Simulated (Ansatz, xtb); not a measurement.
Group exchange: C3H5F3 + CH6N2 → C2H3F3 + C2H8N2

Species: C3H5F3 `CC(F)C(F)F`, singlet; CH6N2 `CNN`, singlet; C2H3F3 (1,1,2-trifluoroethane) `FCC(F)F`, singlet; C2H8N2 (1,2-dimethylhydrazine) `CNNC`, singlet. The partners trade CH3 for H: C–CH3 and N–H bonds give way to C–H and N–CH3.

Shapes, held fixed at every level: PBE0-D4/def2-TZVP. Flexible molecules stand in one conformer, not always the lowest. Programs: Ansatz 0.2.0, xtb 6.7.1. The zero-point and thermal change to 298 K, harmonic and unscaled (PBE0-D4/def2-TZVP), is -0.1 kJ/mol.

```csv
level,kind,ΔH(298 K) (kJ/mol),less CCSD(T)/CBS estimate,CPU time (sum over the molecules)
GFN0-xTB,semi-empirical,-65.3,-113.2,0.11 s
HF/def2-SVP,Hartree–Fock,+43.6,-4.3,–
r2SCAN-D4/def2-TZVPP,meta-GGA,+46.9,-1.0,35 s
B3LYP-D4/def2-TZVPP,global hybrid,+42.8,-5.1,34 s
BHLYP-D4/def2-TZVPP,global hybrid,+44.7,-3.2,20 s
MP2/def2-TZVPP,perturbation theory,+47.8,-0.1,–
CCSD(T)/def2-SVP,coupled cluster or CI,+45.2,-2.7,56 s
CCSD(T)/CBS estimate,coupled cluster or CI,+47.9,0.0,21 min
```

The highest level, CCSD(T)/CBS estimate, gives ΔH(298 K) = +47.9 kJ/mol; the levels span -65.3 to +47.9. They disagree on the sign: 7 of 8 are positive. GFN0-xTB strays far from the other rows. The column of differences is taken from that level and isn't an error. No measured value is set beside it here. The CBS estimate extrapolates MP2 from def2-TZVPP and def2-QZVPP and adds CCSD(T) − MP2 in the triple-zeta set, cores frozen. Times are processor times on shared x86 and Arm servers, and rough.

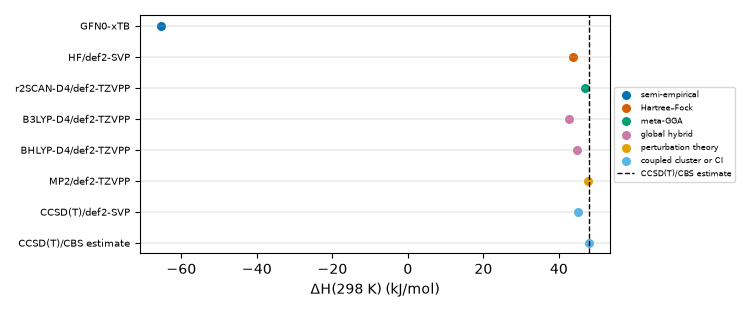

The values of the table, level by level.
